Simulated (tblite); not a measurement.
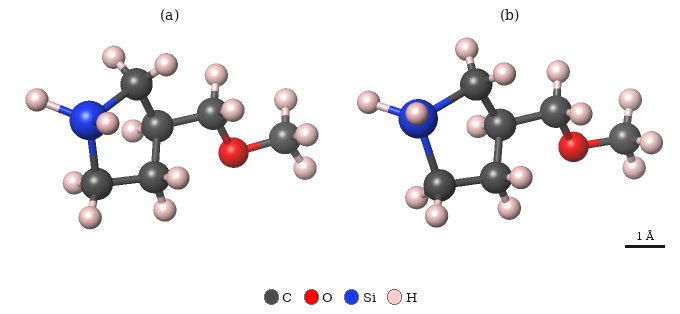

The structure of C6H14OSi before (left) and after (right) a relaxation, at one scale.

A ball-and-stick model, seen at a tilt.

Method: GFN2-xTB geometry optimisation, gas phase (tblite). 

> Summarise the run.

The atom that moves furthest after the best rigid fit is an H atom (0.84 Å). By element the largest moves are H 0.84 Å, Si 0.32 Å, C 0.22 Å, O 0.18 Å. Near-neighbour distances that change, for instance: C–O 1.380 → 1.410 Å, C–Si 1.875 → 1.905 Å, C–H 1.123 → 1.095 Å, C–C 1.506 → 1.526 Å. Among the angles between lasting bonds that change: H–C–H 115.2° → 106.8°, C–C–Si 96.3° → 104.3°, Si–C–H 106.7° → 114.5°. Groups turn about C–Si by about 20°, C–Si by about 20°. After 115 geometry steps the energy has fallen by 51.5 kJ/mol.
